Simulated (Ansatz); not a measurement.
# CuF (wurtzite type): testing the settings of Wannier runs

Which of these Wannier inputs for CuF (wurtzite type) end well? Each is run as it stands.

Computed with Ansatz 0.2.0 (plane waves, PAW; the settings change from run to run, as each input shows, unless a step's input says otherwise).

1 further run of the same task is left out (it didn't finish).

### 1 The system as given

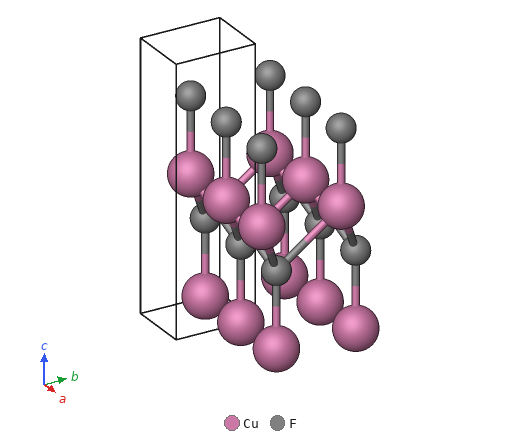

Start, viewed slightly off an axis; copper pink, fluorine grey. 3×2×1 cells are drawn.

As a file:

```
Cu F
1.0
     2.78978    0.00000    0.00000
    -1.39489    2.41602    0.00000
     0.00000    0.00000    6.72112
Cu F
2 2
Direct
  0.33333 0.66667 0.04599
  0.66667 0.33333 0.54599
  0.33333 0.66667 0.32901
  0.66667 0.33333 0.82901
```

Cell and atoms come from an earlier r2SCAN relaxation. No spin polarisation is used; should the compound be magnetic, its bands and low-energy spectrum would differ.

### 2 Run 1

Input file input.yaml:

```yaml
crystal:
  lattice:
    - [2.7897758198, 0.0, 0.0]
    - [-1.3948879099, 2.4160167308, 0.0]
    - [0.0, 0.0, 6.7211226043]
  atoms:
    - { symbol: Cu, position: [0.3333333333, 0.6666666667, 0.0459865611] }
    - { symbol: Cu, position: [0.6666666667, 0.3333333333, 0.5459865611] }
    - { symbol: F, position: [0.3333333333, 0.6666666667, 0.3290134389] }
    - { symbol: F, position: [0.6666666667, 0.3333333333, 0.8290134389] }
kpoints:
  mp_grid: { grid: [9, 9, 4] }
  band_path:
    path:
      - [[0.0, 0.0, 0.0], [0.5, -7.36364648007e-17, -9.160084184563e-35], [0.3333333333333, 0.3333333333333, -1.110531785418e-34], [0.0, 0.0, 0.0], [3.943474194635e-52, -7.286583740346e-52, 0.5], [0.5, -7.36364648007e-17, 0.5], [0.3333333333333, 0.3333333333333, 0.5], [3.943474194635e-52, -7.286583740346e-52, 0.5]]
      - [[0.5, -7.36364648007e-17, 0.5], [0.5, -7.36364648007e-17, -9.160084184563e-35]]
      - [[0.3333333333333, 0.3333333333333, 0.5], [0.3333333333333, 0.3333333333333, -1.110531785418e-34]]
    npoints: 10
hamiltonian:
  xc: pbe
scf:
  occupations: { method: fermi_dirac, width: 0.02 }
  n_extra_bands: 6
output:
  forces: false
  stress: false
  eigenvalues: true
  wannier:
    kmesh: [9, 9, 4]
    projections: [{ species: Cu, l: d, shell: 3 }]
    minimise: true
    write_hr: true
    conv_tol: 1.0e-08
    max_iter: 3000
```

The run is started by

```sh
> ansatz run input.yaml --threads 4 --pin off --max-ram 3686MiB --backend cpu --events-out ev --progress --plain --runs-dir out
```

The program printed, shortened:

```text
Warning: RAYON_NUM_THREADS=4 ignored (pool sized by the plan → 4); use --threads N
scf.n_extra_bands = 6 over 26 filled bands (N_el = 52.0): the run solves 32 bands
[...]
Pseudopotentials: kind: paw
Pseudopotential: Cu, paw, valence charge 19, recommended cutoff 420 eV (normal), Cu.paw.azcp
Pseudopotential: F, paw, valence charge 7, recommended cutoff 420 eV (normal), F.paw.azcp
Functional definition: PBE
[...]
Crystal: 4 atoms, lattice volume = 45.301 Å³
Basis set: ecut = 420 eV, 899 PW (Γ)
Bands: 32, of which v1, the nominal top of the filled ones, is band 26 counted from 1 (25 counted from 0)
Symmetry: 12 space group operations
Space group: P63mc (ITA 186), of the structure as read, at distance tolerance 3.6e-5 Å
k-points: 36 of 324 (time reversal used)
[...]
SCF iter   1: F=—  HF=-14865.031811 eV  |F-HF|=—  |Δ(HF+E_count)|=         —  Δρ=6.02e-3  dr2=1.30e-2  ethr=1.77e-3  ⟨swp⟩=5.1  Hψ=4245  notcnv=0
[...]
SCF iter   8: F=-14865.029368 eV  HF=-14865.029368 eV  |F-HF|=8.74e-9  |Δ(HF+E_count)|=   1.85e-7  Δρ=8.66e-6  dr2=2.50e-8  ethr=1.92e-10  ⟨swp⟩=4.4  Hψ=3590  notcnv=0
[...]
NSCF: frozen V_eff on 93 k-points
NSCF: frozen V_eff on 40 k-points
WARN: eigensolver did not converge (k=0): 1 band(s) unlocked after 20 sweeps at ethr=1.60e-12 eV (storage-precision floor; scheduled 1.00e-12 eV) (lowest unlocked band 31, counted from 0; max residual 1.49e-4 eV among the unlocked bands, 1.49e-4 eV over every band; other slots of this [...]
WARN: eigensolver did not converge in 2 slots of this pass, the one above among them; of largest residual over every band (k=1): 1 band(s) unlocked (lowest unlocked band 31, counted from 0; max residual 9.39e-3 eV among the unlocked bands, 9.39e-3 eV over every band); of lowest unlocked [...]
the Wannier pass solved 40 of the 324 points of its mesh, and has the states at the others by symmetry: states obtained by the crystal's operations at points that were solved too leave a residual of 3.84e-13 eV (read by the count's bands and the next), within 6.67e-6 eV
NSCF: frozen V_eff on 40 k-points
the Wannier pass solved 40 of the 324 points of its mesh, and has the states at the others by symmetry: states obtained by the crystal's operations at points that were solved too leave a residual of 5.12e-13 eV (read by the count's bands and the next), within 6.67e-6 eV
SCF converged after 8 iterations
Free energy (F): -14865.029368 eV
[...]
E sigma→0 (E₀):  -14865.029286 eV
Entropy (-TS):   -0.000162 eV (-0.041 meV/atom)
Fermi energy:    9.928286 eV
[...]
--- Band table (eV; the first three rows and the last of 36) ---
[...]
Wannier search: line search 1 of at most 3000: gauge-dependent spread (as the search counts it) 0.2370212 Å², largest recent change 6.4e-2 Å² and fall left 2.8e-5 Å² against conv_tol 1.0e-8 Å², 0 stops escaped
```

Run time: 3.7 s. Hardware: 4 threads of Intel Xeon 6975P-C (Granite Rapids), shared host; peak memory 0.57 GiB.

The run ended, but the log doubts its result. The cause: the eigensolver left some bands unconverged. The analysis is set aside.

### 3 Run 2

input.yaml, as its differences from that of step 2:

```diff
@@ -19,3 +19,3 @@
 hamiltonian:
-  xc: pbe
+  xc: r2scan
 scf:
@@ -29,3 +29,3 @@
     kmesh: [9, 9, 4]
-    projections: [{ species: Cu, l: d, shell: 3 }]
+    projections: [{ species: F, l: s, shell: 2 }, { species: F, l: p, shell: 2 }]
     minimise: true
```

The run is started by

```sh
> ansatz run input.yaml --threads 4 --pin off --max-ram 3686MiB --backend cpu --events-out ev --progress --plain --runs-dir out
```

The program printed, shortened:

```text
Warning: RAYON_NUM_THREADS=4 ignored (pool sized by the plan → 4); use --threads N
scf.n_extra_bands = 6 over 26 filled bands (N_el = 52.0): the run solves 32 bands
[...]
[... 1 set-up line as earlier in the session ...]
Pseudopotential: Cu, paw, valence charge 19, recommended cutoff 500 eV (meta_gga), Cu.paw.azcp
Pseudopotential: F, paw, valence charge 7, recommended cutoff 500 eV (meta_gga), F.paw.azcp
Functional definition: r2SCAN
[...]
Crystal: 4 atoms, lattice volume = 45.301 Å³
Basis set: ecut = 500 eV, 1129 PW (Γ), exchange–correlation on 96×96×200 points (64 copies of the dense FFT grid, shifted against one another)
Bands: 32, of which v1, the nominal top of the filled ones, is band 26 counted from 1 (25 counted from 0)
[... 2 set-up lines as earlier in the session ...]
k-points: 36 of 324 (time reversal used)
[...]
SCF iter   1: F=—  HF=-14880.548337 eV  |F-HF|=—  |Δ(HF+E_count)|=         —  Δρ=3.83e-2  dr2=3.78e-1  dr2_τ=4.68e-2  ethr=1.77e-3  ⟨swp⟩=5.1  Hψ=4265  notcnv=0
[...]
SCF iter   8: F=-14880.504226 eV  HF=-14880.504226 eV  |F-HF|=2.88e-9  |Δ(HF+E_count)|=   9.36e-8  Δρ=9.58e-6  dr2=6.13e-8  dr2_τ=1.97e-9  ethr=1.92e-10  ⟨swp⟩=5.5  Hψ=3999  notcnv=0
[...]
NSCF: frozen V_eff on 93 k-points
NSCF: frozen V_eff on 40 k-points
WARN: eigensolver did not converge (k=0): 1 band(s) unlocked after 20 sweeps at ethr=1.66e-12 eV (storage-precision floor; scheduled 1.00e-12 eV) (lowest unlocked band 31, counted from 0; max residual 2.11e-4 eV among the unlocked bands, 2.11e-4 eV over every band; other slots of this [...]
WARN: eigensolver did not converge in 2 slots of this pass, the one above among them; of largest residual over every band (k=1): 1 band(s) unlocked (lowest unlocked band 31, counted from 0; max residual 3.64e-3 eV among the unlocked bands, 3.64e-3 eV over every band); of lowest unlocked [...]
the Wannier pass solved 40 of the 324 points of its mesh, and has the states at the others by symmetry: states obtained by the crystal's operations at points that were solved too leave a residual of 4.23e-13 eV (read by the count's bands and the next), within 6.67e-6 eV
SCF converged after 8 iterations
Free energy (F): -14880.504226 eV
[...]
E sigma→0 (E₀):  -14880.504226 eV
Entropy (-TS):   -0.000001 eV (-0.000 meV/atom)
Fermi energy:    9.805731 eV
[...]
--- Band table (eV; the first three rows and the last of 36) ---
[...]
Wannier search: line search 1 of at most 3000: gauge-dependent spread (as the search counts it) 1.3386142 Å², largest recent change 1.8e-2 Å² and fall left 6.7e-5 Å² against conv_tol 1.0e-8 Å², 0 stops escaped
```

Run time: 3.9 s. Hardware: 4 threads of Intel Xeon 6975P-C (Granite Rapids), shared host; peak memory 0.62 GiB.

The run ended, but the log doubts its result. The cause: the eigensolver left some bands unconverged. The analysis is set aside.

### 4 Run 3

input.yaml, as its differences from that of step 3:

```diff
@@ -29,3 +29,3 @@
     kmesh: [9, 9, 4]
-    projections: [{ species: F, l: s, shell: 2 }, { species: F, l: p, shell: 2 }]
+    projections: [{ species: F, l: p, shell: 2 }]
     minimise: true
```

The run is started by

```sh
> ansatz run input.yaml --threads 4 --pin off --max-ram 3686MiB --backend cpu --events-out ev --progress --plain --runs-dir out
```

The program printed, shortened:

```text
Warning: RAYON_NUM_THREADS=4 ignored (pool sized by the plan → 4); use --threads N
scf.n_extra_bands = 6 over 26 filled bands (N_el = 52.0): the run solves 32 bands
[...]
[... 4 set-up lines as earlier in the session ...]
[...]
Crystal: 4 atoms, lattice volume = 45.301 Å³
Basis set: ecut = 500 eV, 1129 PW (Γ), exchange–correlation on 96×96×200 points (64 copies of the dense FFT grid, shifted against one another)
Bands: 32, of which v1, the nominal top of the filled ones, is band 26 counted from 1 (25 counted from 0)
[... 2 set-up lines as earlier in the session ...]
k-points: 36 of 324 (time reversal used)
[...]
SCF iter   1: F=—  HF=-14880.548337 eV  |F-HF|=—  |Δ(HF+E_count)|=         —  Δρ=3.83e-2  dr2=3.78e-1  dr2_τ=4.68e-2  ethr=1.77e-3  ⟨swp⟩=5.1  Hψ=4265  notcnv=0
[...]
SCF iter   8: F=-14880.504226 eV  HF=-14880.504226 eV  |F-HF|=2.88e-9  |Δ(HF+E_count)|=   9.36e-8  Δρ=9.58e-6  dr2=6.13e-8  dr2_τ=1.97e-9  ethr=1.92e-10  ⟨swp⟩=5.5  Hψ=3999  notcnv=0
[...]
NSCF: frozen V_eff on 93 k-points
NSCF: frozen V_eff on 40 k-points
WARN: eigensolver did not converge (k=0): 1 band(s) unlocked after 20 sweeps at ethr=1.66e-12 eV (storage-precision floor; scheduled 1.00e-12 eV) (lowest unlocked band 31, counted from 0; max residual 2.11e-4 eV among the unlocked bands, 2.11e-4 eV over every band; other slots of this [...]
WARN: eigensolver did not converge in 2 slots of this pass, the one above among them; of largest residual over every band (k=1): 1 band(s) unlocked (lowest unlocked band 31, counted from 0; max residual 3.64e-3 eV among the unlocked bands, 3.64e-3 eV over every band); of lowest unlocked [...]
the Wannier pass solved 40 of the 324 points of its mesh, and has the states at the others by symmetry: states obtained by the crystal's operations at points that were solved too leave a residual of 4.23e-13 eV (read by the count's bands and the next), within 6.67e-6 eV
SCF converged after 8 iterations
Free energy (F): -14880.504226 eV
[...]
E sigma→0 (E₀):  -14880.504226 eV
Entropy (-TS):   -0.000001 eV (-0.000 meV/atom)
Fermi energy:    9.805731 eV
[...]
--- Band table (eV; the first three rows and the last of 36) ---
[...]
Wannier search: line search 1 of at most 3000: gauge-dependent spread (as the search counts it) 0.0532748 Å², largest recent change 4.8e-3 Å² and fall left 2.5e-6 Å² against conv_tol 1.0e-8 Å², 0 stops escaped
```

Wall time 3.7 s (4 threads of Intel Xeon 6975P-C (Granite Rapids), shared host); peak memory 0.63 GiB.

The run ended, but the log doubts its result. The cause: the eigensolver left some bands unconverged. The analysis is set aside.

### 5 Run 4

input.yaml, as its differences from that of step 4:

```diff
@@ -29,3 +29,3 @@
     kmesh: [9, 9, 4]
-    projections: [{ species: F, l: p, shell: 2 }]
+    projections: [{ species: Cu, l: d, shell: 3 }]
     minimise: true
@@ -34 +34,5 @@
     max_iter: 3000
+  write_density: true
+  write_potential: true
+  elf: true
+  volumetric_format: npy
```

The run is started by

```sh
> ansatz run input.yaml --threads 4 --pin off --max-ram 3686MiB --backend cpu --events-out ev --progress --plain --runs-dir out
```

The program printed, shortened:

```text
Warning: RAYON_NUM_THREADS=4 ignored (pool sized by the plan → 4); use --threads N
scf.n_extra_bands = 6 over 26 filled bands (N_el = 52.0): the run solves 32 bands
[...]
[... 4 set-up lines as earlier in the session ...]
[...]
Crystal: 4 atoms, lattice volume = 45.301 Å³
Basis set: ecut = 500 eV, 1129 PW (Γ), exchange–correlation on 96×96×200 points (64 copies of the dense FFT grid, shifted against one another)
Bands: 32, of which v1, the nominal top of the filled ones, is band 26 counted from 1 (25 counted from 0)
[... 2 set-up lines as earlier in the session ...]
k-points: 36 of 324 (time reversal used)
[...]
SCF iter   1: F=—  HF=-14880.548337 eV  |F-HF|=—  |Δ(HF+E_count)|=         —  Δρ=3.83e-2  dr2=3.78e-1  dr2_τ=4.68e-2  ethr=1.77e-3  ⟨swp⟩=5.1  Hψ=4265  notcnv=0
[...]
WARN: eigensolver did not converge (k=0): 1 band(s) unlocked after 20 sweeps at ethr=1.66e-12 eV (storage-precision floor; scheduled 1.00e-12 eV) (lowest unlocked band 31, counted from 0; max residual 2.11e-4 eV among the unlocked bands, 2.11e-4 eV over every band; other slots of this [...]
WARN: eigensolver did not converge in 2 slots of this pass, the one above among them; of largest residual over every band (k=1): 1 band(s) unlocked (lowest unlocked band 31, counted from 0; max residual 3.64e-3 eV among the unlocked bands, 3.64e-3 eV over every band); of lowest unlocked [...]
the Wannier pass solved 40 of the 324 points of its mesh, and has the states at the others by symmetry: states obtained by the crystal's operations at points that were solved too leave a residual of 4.23e-13 eV (read by the count's bands and the next), within 6.67e-6 eV
NSCF: frozen V_eff on 40 k-points
the Wannier pass solved 40 of the 324 points of its mesh, and has the states at the others by symmetry: states obtained by the crystal's operations at points that were solved too leave a residual of 6.19e-13 eV (read by the count's bands and the next), within 6.67e-6 eV
SCF converged after 8 iterations
Free energy (F): -14880.504226 eV
[...]
E sigma→0 (E₀):  -14880.504226 eV
Entropy (-TS):   -0.000001 eV (-0.000 meV/atom)
Fermi energy:    9.805731 eV
[...]
--- Band table (eV; the first three rows and the last of 36) ---
[...]
Wannier search: line search 1 of at most 3000: gauge-dependent spread (as the search counts it) 0.1903955 Å², largest recent change 6.0e-2 Å² and fall left 2.4e-5 Å² against conv_tol 1.0e-8 Å², 0 stops escaped
```

It took 5.6 s on 4 threads of Intel Xeon 6975P-C (Granite Rapids), shared host; peak memory 0.73 GiB.

The run ended, but the log doubts its result. The cause: the eigensolver left some bands unconverged. The analysis is set aside.

### 6 Run 5

input.yaml, as its differences from that of step 5:

```diff
@@ -19,6 +19,6 @@
 hamiltonian:
-  xc: r2scan
+  xc: pbe
 scf:
   occupations: { method: fermi_dirac, width: 0.02 }
-  n_extra_bands: 6
+  n_extra_bands: 10
 output:
@@ -33,6 +33,3 @@
     conv_tol: 1.0e-08
-    max_iter: 3000
-  write_density: true
-  write_potential: true
-  elf: true
-  volumetric_format: npy
+    max_iter: 1000
+    disentanglement: { window: [-4.42, 13.41], frozen_window: [7.64, 9.68] }
```

The run is started by

```sh
> ansatz run input.yaml --threads 4 --pin off --max-ram 3686MiB --backend cpu --events-out ev --progress --plain --runs-dir out
```

The program printed, shortened:

```text
Warning: RAYON_NUM_THREADS=4 ignored (pool sized by the plan → 4); use --threads N
scf.n_extra_bands = 10 over 26 filled bands (N_el = 52.0): the run solves 36 bands
[...]
[... 4 set-up lines as earlier in the session ...]
[...]
Crystal: 4 atoms, lattice volume = 45.301 Å³
Basis set: ecut = 420 eV, 899 PW (Γ)
Bands: 36, of which v1, the nominal top of the filled ones, is band 26 counted from 1 (25 counted from 0)
[... 2 set-up lines as earlier in the session ...]
k-points: 36 of 324 (time reversal used)
[...]
SCF iter   1: F=—  HF=-14865.031886 eV  |F-HF|=—  |Δ(HF+E_count)|=         —  Δρ=6.03e-3  dr2=1.30e-2  ethr=1.77e-3  ⟨swp⟩=5.1  Hψ=5061  notcnv=0  defer=1
[...]
SCF iter   8: F=-14865.029368 eV  HF=-14865.029368 eV  |F-HF|=1.56e-10  |Δ(HF+E_count)|=   1.06e-7  Δρ=3.80e-6  dr2=5.58e-9  ethr=1.92e-10  ⟨swp⟩=4.8  Hψ=4887  notcnv=0
[...]
NSCF: frozen V_eff on 93 k-points
NSCF: frozen V_eff on 40 k-points
the Wannier pass solved 40 of the 324 points of its mesh, and has the states at the others by symmetry: states obtained by the crystal's operations at points that were solved too leave a residual of 5.56e-13 eV (read by the count's bands and the next), within 6.67e-6 eV
SCF converged after 8 iterations
Free energy (F): -14865.029368 eV
[...]
E sigma→0 (E₀):  -14865.029286 eV
Entropy (-TS):   -0.000162 eV (-0.041 meV/atom)
Fermi energy:    9.928328 eV
[...]
--- Band table (eV; the first three rows and the last of 36) ---
[...]
Wannier search: line search 1 of at most 1000: gauge-dependent spread (as the search counts it) 0.3003364 Å², largest recent change 1.8e-1 Å² and fall left 1.5e-4 Å² against conv_tol 1.0e-8 Å², 0 stops escaped
WARN: <dir> 1064 periodic images of 1056 elements of H(R) lie 4.88e-4 to 1.95e-3 Å beyond their element's nearest image, near the 9.77e-4 Å window within which an element is shared among its images; whether they share it moves the interpolated H(k) by 1.9e-3 eV (Frobenius norm, root mean [...]
```

It took 4.3 s on 4 threads of Intel Xeon 6975P-C (Granite Rapids), shared host; peak memory 0.54 GiB.

The windows are typed on the program's own energy scale, on which the last band filled by count tops at 9.83 eV.

The head of wannier.spreads.toml:

```toml
omega_i_ang2 = 8.397343298990947
omega_d_ang2 = 0.015068200247246012
omega_od_ang2 = 0.2746376258106014
omega_total_ang2 = 8.687049125048794
least_projectability = 0.4135751388736155
b_vectors_match_mmn = true
n_iter = 29
converged = true
rejected_fitted_steps = 0
dis_converged = true
dis_n_iter = 91
dis_n_moved = 0
dis_level_miss = 0.0006005442712614256
```

The functions (centres in Å, on-site energies from the top of the filled bands):

```
 n       x      y      z  spread (Å²)  on-site (eV)  nearest atoms  distance (Å)
 1   0.052  1.581  0.315        0.970        -0.910            Cu1          0.06
 2  -0.052  1.581  0.315        0.970        -0.910            Cu1          0.06
 3   0.000  1.671  0.315        0.965        -0.912            Cu1          0.06
 4  -0.001  1.588  0.265        0.718        -1.162            Cu1          0.05
 5   0.001  1.633  0.265        0.720        -1.160            Cu1          0.05
 6   1.447  0.835  3.675        0.970        -0.910            Cu2          0.06
 7   1.343  0.835  3.675        0.970        -0.910            Cu2          0.06
 8   1.395  0.745  3.676        0.965        -0.912            Cu2          0.06
 9   1.394  0.828  3.626        0.718        -1.162            Cu2          0.05
10   1.395  0.783  3.625        0.720        -1.160            Cu2          0.05
```

Along the path each interpolated band stays within 0.06, 0.08, 0.00, 0.00, 0.00, 0.00, 0.00, 0.00, 0.02, 0.02 eV of the nearest computed level, from the lowest band up; bands outside the frozen window needn't match, and between the mesh's points a coarse mesh lets the others stray too.

### 7 How the runs ended

```tsv
run	settings	ended	result	fault	time
1	PBE, 10 functions, 9×9×4	ended with warnings		the eigensolver left some bands unconverged	3.7 s
2	r2SCAN, 8 functions, 9×9×4	ended with warnings		the eigensolver left some bands unconverged	3.9 s
3	r2SCAN, 6 functions, 9×9×4	ended with warnings		the eigensolver left some bands unconverged	3.7 s
4	r2SCAN, 10 functions, 9×9×4	ended with warnings		the eigensolver left some bands unconverged	5.6 s
5	PBE, 10 functions, 9×9×4, window -4.42 to 13.41 eV, frozen 7.64 to 9.68 eV	converged	spread 8.69 Å²		4.3 s
```

4 ended with warnings, 1 converged. These numbers test the settings; they aren't properties of the solid.
